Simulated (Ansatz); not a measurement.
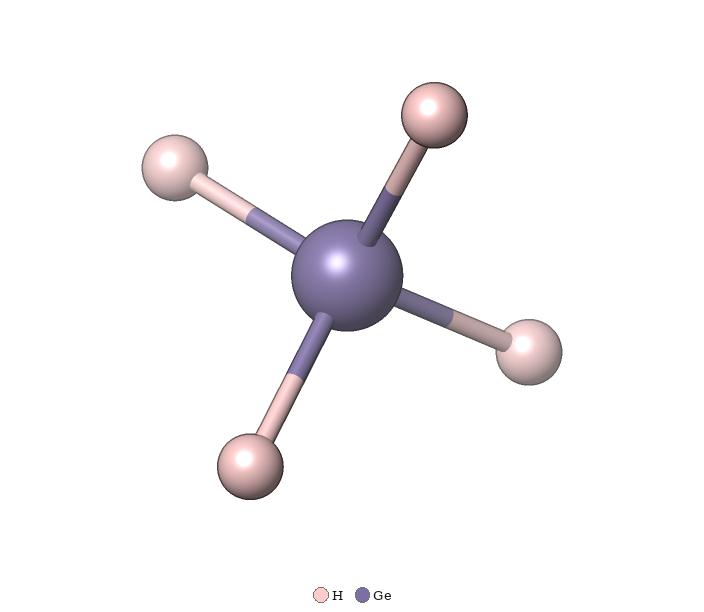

Distant atoms are faded towards the background colour. The computed structure is the end point of a PBE0-D4/def2-TZVP optimisation.

Question: List the symmetry elements and name the point group.

Answer: It has 4 C3 axes, 3 C2 axes, 3 S4 axes and 6 mirror planes, so the point group is Td. The group has 24 operations. The geometry is achiral, and symmetry forbids a dipole moment.
